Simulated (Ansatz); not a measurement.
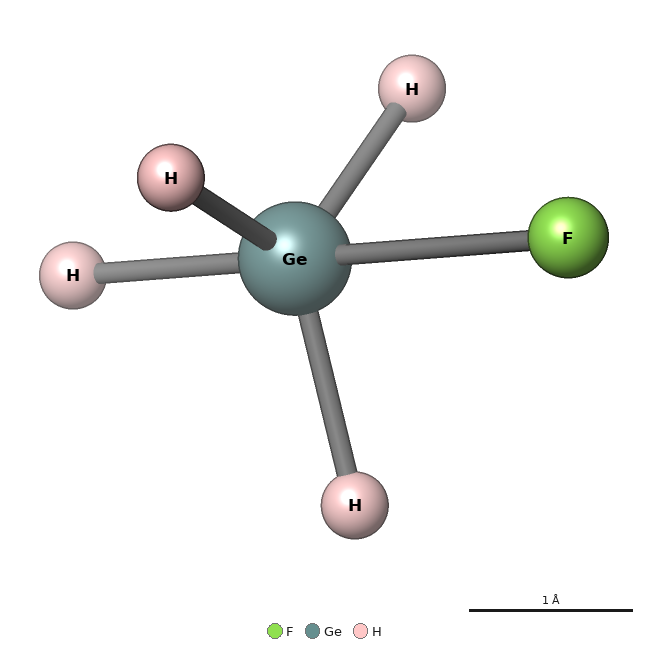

Distant atoms are faded towards the background colour. The species has charge −1 and is a spin singlet. The computed structure is the end point of a PBE-D4/def2-SVPD optimisation. No frequency run is at hand to confirm it as a minimum. Masses are those of the most abundant isotopes; constants are for the rigid equilibrium geometry.

What kind of rotor is it, and what are its rotational constants in cm⁻¹?

Answer. A prolate symmetric top (C3v): A = 2.29, B = C = 0.235 cm⁻¹.
